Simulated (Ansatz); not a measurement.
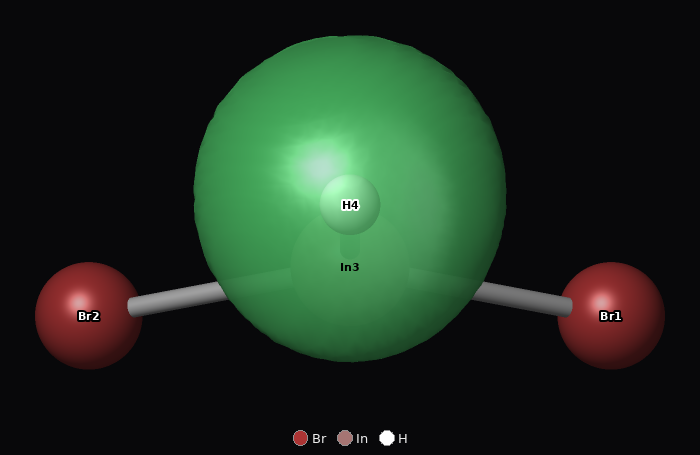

Figure. Br2HIn (SMILES [Br][InH][Br]). Isosurface of the electron localisation function at 0.9 (green), seen from one side. Only the valence region is drawn (cores and ρ < 0.01 e/Å³ removed).

Geometry: PBE0-D4/def2-SVP; core potentials replace the inner electrons of In.

All numbers below come from isolated molecule in a Gaussian basis; Kohn-Sham density functional theory, functional PBE0 in Ansatz 0.2.0.

### Identify the bonds, lone pairs and shells in this picture.

At this value the surface marks out one region around a hydrogen nucleus. Profiles from the grid: In–Br (2.47 Å): the ELF peaks at about 0.75 in the valence shell of Br, 1.0 Å from its nucleus, and drops to about 0.15 between the two atoms. In–H (1.71 Å): the ELF climbs to about 1 towards the hydrogen.
